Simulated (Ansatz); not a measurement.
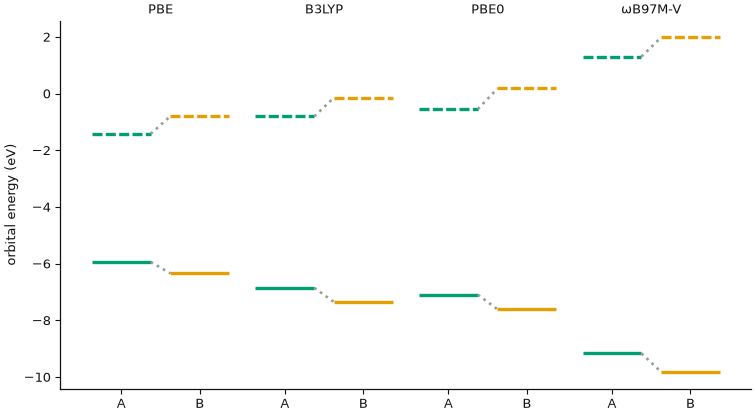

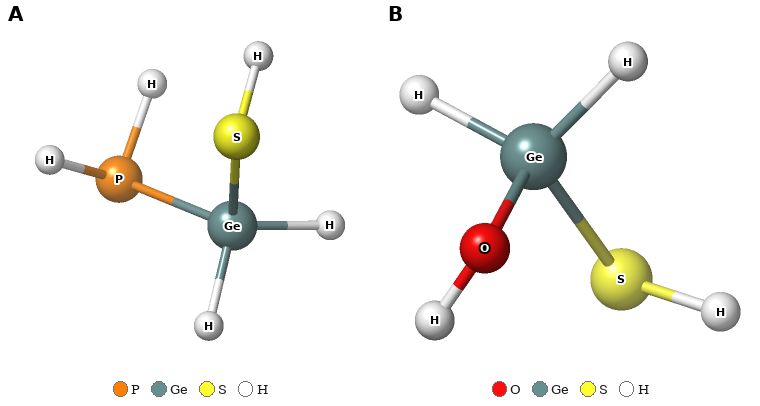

One change: A, GePH₅S (SMILES [PH2][GeH2][SH]), becomes B, GeH₄SO (SMILES [OH][GeH2][SH]). PH₂ on Ge is replaced by OH. HOMO (solid) and LUMO (dashed) computed in def2-TZVPP at PBE0-D4/def2-TZVP geometries, both minima by their frequencies, gas phase, the Ansatz code 0.2.0. Empty levels above zero depend strongly on the basis.

**What does the change do to HOMO and LUMO?**

PBE: the HOMO falls by 0.40 eV, the LUMO rises by 0.62 eV, and the separation goes from 4.52 to 5.54 eV. B3LYP: the HOMO falls by 0.50 eV, the LUMO rises by 0.66 eV, and the separation goes from 6.05 to 7.21 eV. PBE0: the HOMO falls by 0.51 eV, the LUMO rises by 0.73 eV, and the separation goes from 6.55 to 7.79 eV. ωB97M-V: the HOMO falls by 0.66 eV, the LUMO rises by 0.67 eV, and the separation goes from 10.47 to 11.80 eV.

**Do the functionals agree on the effect?**

They agree on the direction for both levels; the HOMO shift lies between −0.66 and −0.40 eV and the LUMO shift between 0.62 and 0.73 eV, while the separations themselves differ by up to 6.3 eV between functionals.
